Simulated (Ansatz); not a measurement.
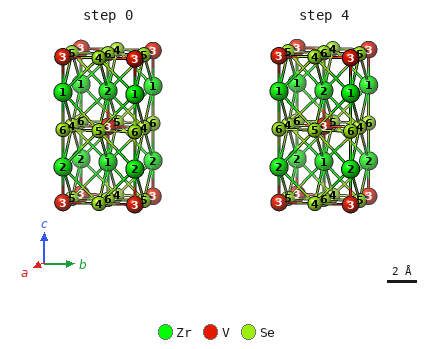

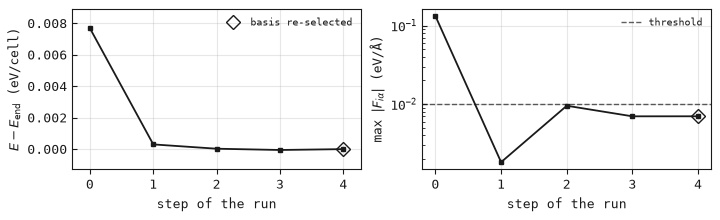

First and last geometry of a relaxation of a crystal of Zr$_{2}$VSe$_{3}$ (a generated structure, set up in I4/mmm), with the history of the run. A ball-and-stick model of the conventional cell (2 times the calculation's cell), seen slightly off an axis. Lengths and directions refer to the drawn axes.

The calculation used Ansatz, DFT PBE, scalar-relativistic, plane waves, PAW.

Input file:
```yaml
crystal:
  lattice:
    - [-2.6010047568, 2.6010047568, 5.1497354127]
    - [2.6010047568, -2.6010047568, 5.1497354127]
    - [2.6010047568, 2.6010047568, -5.1497354127]
  atoms:
    - { symbol: Zr, position: [0.7561617877, 0.7561617877, 0.0] }
    - { symbol: Zr, position: [0.2438382123, 0.2438382123, 0.0] }
    - { symbol: V, position: [0.0, 0.0, 0.0], spin: 0.88 }
    - { symbol: Se, position: [0.5, 0.0, 0.5] }
    - { symbol: Se, position: [0.0, 0.5, 0.5] }
    - { symbol: Se, position: [0.5, 0.5, 0.0] }
basis:
  ecutwfc: 420
kpoints:
  mp_grid: { grid: [10, 10, 10] }
hamiltonian:
  xc: pbe
scf:
  occupations: { method: gaussian, width: 0.1 }
output:
  forces: true
  stress: true
  eigenvalues: true
  populations: true
magnetization:
  spin_polarized: true
relax:
  adjacent_minimum: "off"
  f_tol: 0.01
  max_steps: 80
  cell: { stress_tol: 0.05 }
```

Run as
```bash
ansatz run input.yaml --threads 1 --pin off --max-ram 2560MiB --backend cpu --events-out ev --progress --plain --runs-dir out
```

Did the run converge, and what did it change?

Answer. It converged. Over 3 accepted moves (4 points after the start) the energy falls by 7.7 meV per cell of the calculation. The largest force component goes from 0.13 to 0.007 eV/Å. Pressure: −0.07 GPa at the start and 0.00 GPa at the end. The SCF was repeated once at an unchanged geometry on a basis and grid sized afresh for the cell, which shifted the energy by 0.1 meV per cell of the calculation at most. The largest moves relative to the cell, 0.021 Å, are those of Zr1 and Zr2. Zr2 goes along −c. V and Se stay in place. The volume changes by −0.3 %, with a = b 5.202 → 5.177 Å (−0.5 %), c 10.299 → 10.365 Å (+0.6 %). Among the contacts that change: Zr1–Se6 2.638 → 2.676 Å, Zr1–Se4 3.705 → 3.723 Å, Zr1–Se4 (another image) 3.616 → 3.603 Å, Se4–Se6 2.601 → 2.588 Å. The space group stays I4/mmm (No. 139). Cost: 22 min on 1 thread of Intel(R) Xeon(R) Processor @ 2.50GHz (Skylake/Cascade Lake), with other jobs on the host, peak memory 1.2 GiB.

```
step  E − E(0), meV/atom  largest force component, eV/Å  pressure, GPa  volume, Å³/atom                      note
   0                0.00                         0.1326          -0.07           23.226                          
   1               -1.23                         0.0018          -0.21           23.217                          
   2               -1.28                         0.0095           0.12           23.109                          
   3               -1.29                         0.0070           0.00           23.147                          
   4               -1.28                         0.0070           0.00           23.147  same geometry, new basis
```
